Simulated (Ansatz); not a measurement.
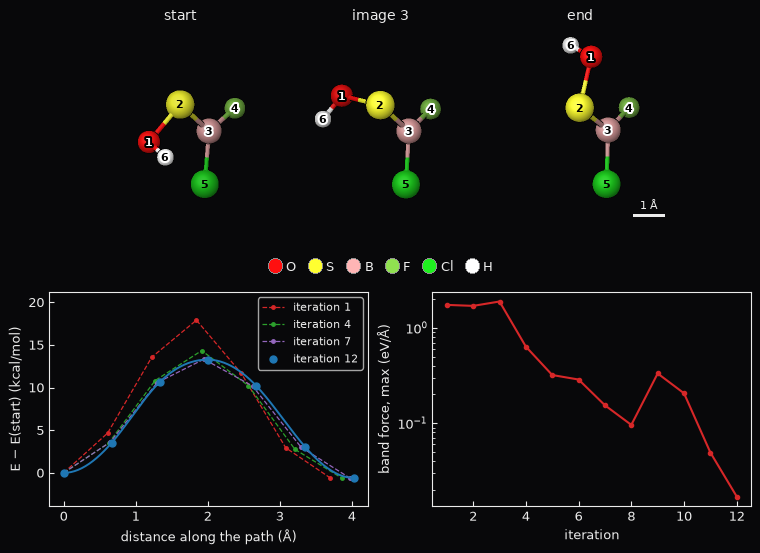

NEB run on BHSOClF. Images are numbered from 0 (start) to 6 (end). The plot follows the band through its iterations. A ball-and-stick model, seen from a free direction.

These are results of Ansatz, RKS PBE-D4/def2-SVP, not measurements.

The input:
```yaml
crystal:
  periodic: [false, false, false]
  atoms:
    - { symbol: O, position_ang: [-1.679625, -0.377112, -0.342489] }
    - { symbol: S, position_ang: [-0.401979, -1.029359, 0.566081] }
    - { symbol: B, position_ang: [0.872857, 0.25232, 0.451387] }
    - { symbol: F, position_ang: [1.990383, 0.052163, 1.15072] }
    - { symbol: Cl, position_ang: [0.696481, 1.687474, -0.547495] }
    - { symbol: H, position_ang: [-1.478128, -0.585486, -1.278204] }
basis:
  gaussian: { orbitals: def2-SVP }
hamiltonian:
  xc: pbe
  dispersion: d4
neb:
  order_check: false
  images: 5
  f_tol: 0.03
  max_iterations: 60
  initial_path: idpp
  final_atoms:
    - { symbol: O, position_ang: [-1.14253347, -1.33047464, -0.44071804] }
    - { symbol: S, position_ang: [-0.60818208, 0.20016102, -0.9703935] }
    - { symbol: B, position_ang: [0.77086486, 0.53372267, 0.14378846] }
    - { symbol: F, position_ang: [1.09927629, -0.27355781, 1.14415743] }
    - { symbol: Cl, position_ang: [1.67522517, 2.02195879, -0.1445656] }
    - { symbol: H, position_ang: [-1.79466178, -1.15181002, 0.26773124] }
```

Launched with:
```bash
ansatz run input.yaml --threads 1 --pin off --max-ram 2048MiB --backend cpu --events-out ev --progress --plain --runs-dir out
```

How did the profile develop, and is the result final?

The result is final at these settings. The band converged in 12 iterations. The largest component of the band force went from 1.7 to 0.017 eV/Å. The climbing image converged on the top of the path. Its vibrational analysis gives one imaginary mode (92i cm⁻¹), as a transition state must have. The first iteration put the highest image at 17.9 kcal/mol. The energy climbs by 13.3 kcal/mol to image 3 and then falls by 13.9 kcal/mol, so the end point sits at −0.6 kcal/mol.
